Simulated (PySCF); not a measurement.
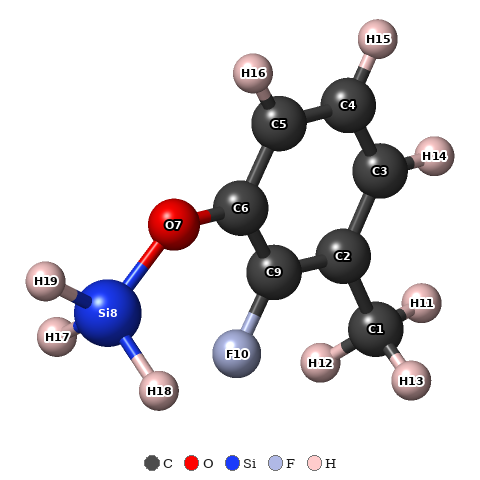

Structure of C₇H₉FOSi, SMILES Cc1cccc(O[SiH3])c1F.

GIAO shifts, PBE0/pcSseg-1 (IEF-PCM methanol) with PySCF 2.14.0, at a PBE0-D3(BJ)/def2-SVP geometry (no frequency check), against TMS for ¹³C computed at the same level. fully decoupled, line heights follow the number of nuclei, widths are arbitrary (no quadrupolar broadening); values of one conformer, averaged over methyl-type rotors and exact or near symmetry; other conformers aren't averaged in.

### How many ¹³C lines appear, and where?

7 signals.


| δ (ppm) | nuclei | atoms |
| --- | --- | --- |
| 159.0 | 1 | C9 |
| 149.3 | 1 | C6 |
| 133.7 | 1 | C2 |
| 131.1 | 1 | C4 |
| 129.3 | 1 | C3 |
| 124.9 | 1 | C5 |
| 17.3 | 1 | C1 |

The order of signals that lie close, as those under 2 ppm apart, is within the error of the method.

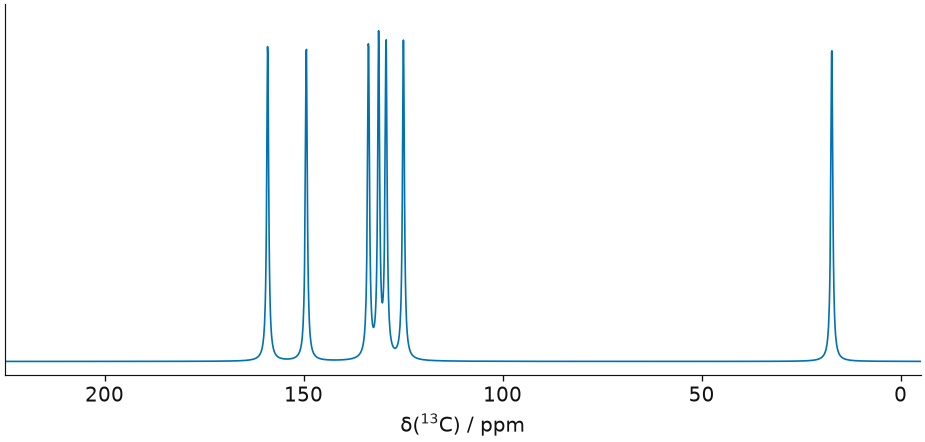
